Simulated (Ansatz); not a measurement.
## Electronic structure of BH$_{5}$N$_{2}$ in real space

```yaml
atoms:
  - { symbol: B, position_ang: [0.1651, -0.2737, 0.1856] }
  - { symbol: H, position_ang: [-0.0111, -0.9669, 1.1639] }
  - { symbol: N, position_ang: [1.4895, 0.0948, -0.1459] }
  - { symbol: H, position_ang: [2.2819, -0.2016, 0.4063] }
  - { symbol: H, position_ang: [1.7434, 0.6692, -0.9405] }
  - { symbol: N, position_ang: [-0.9642, 0.1253, -0.5662] }
  - { symbol: H, position_ang: [-1.9021, -0.1495, -0.3102] }
  - { symbol: H, position_ang: [-0.9255, 0.7024, -1.3976] }
```

All numbers below come from RKS B3LYP-D4/def2-SVP in Ansatz.

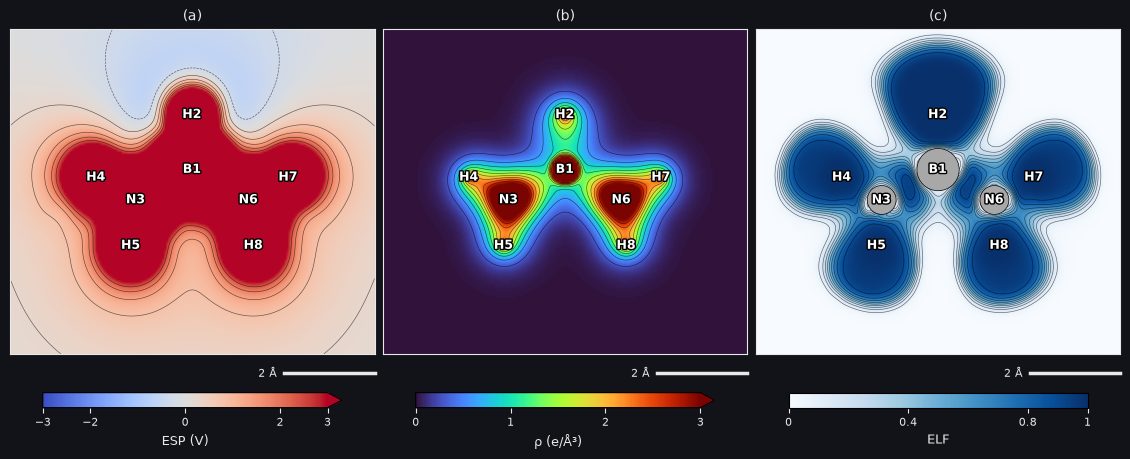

Figure 1. (a) molecular electrostatic potential; (b) electron density; (c) electron localisation function on the molecular plane. Grey discs cover the atomic cores in the ELF map.

Q: Describe what can be read from this map.

A: Atoms in the plane: B, H and N.
B–N (1.41 Å): ρ is about 1.9 e/Å³ halfway; the ELF peaks at about 0.95 between the atoms; a short, strongly polar bond.
N–H (1.01 Å): the density is about 2.8 e/Å³ at the midpoint; the ELF climbs to about 1 towards the hydrogen, as it does in any bond to H; a covalent bond by its length.
B–H (1.21 Å): ρ is about 1.2 e/Å³ halfway; the ELF climbs to about 1 towards the hydrogen (an ordinary covalent bond to hydrogen).
Outside the dense part of the molecule the potential is most negative (−0.6 V) near H2.

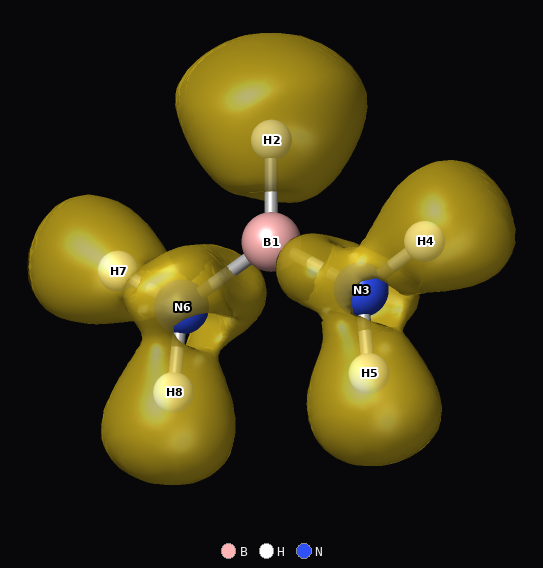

Figure 2. Isosurface of the electron localisation function at 0.8 (yellow), seen at a tilt. Core shells and regions of very low density are left out.

Q: Describe the localisation domains.

A: At this value the surface marks out one region around a hydrogen nucleus and two joined regions spread over several atoms (H, N), in which their bonds and any lone pairs are merged.

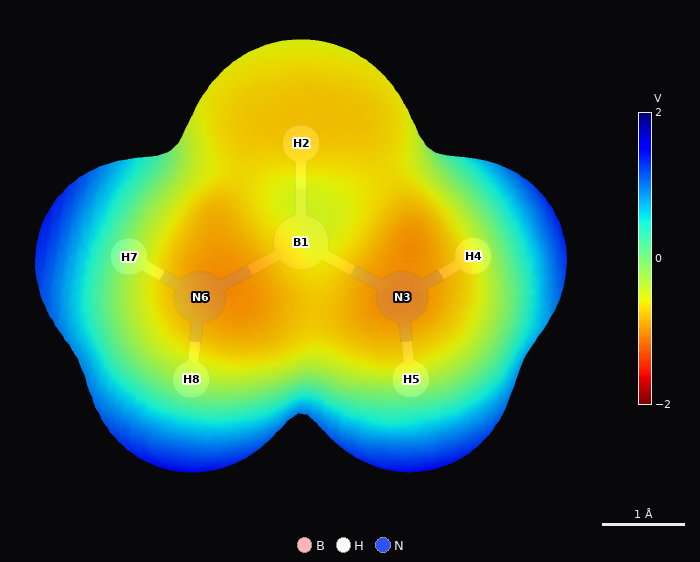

Figure 3. The molecular electrostatic potential painted on the density surface at 0.002 e/bohr³, seen across its widest extent; the colour scale runs from red (negative) to blue (positive).

Q: Which sites attract a positive test charge, and which a negative one?

A: A positive charge is drawn to the negative regions and a negative charge to the positive ones. The most negative region (about −1.0 V) lies over N3 and N6, the most positive (about +1.5 V) over H5 and H8.
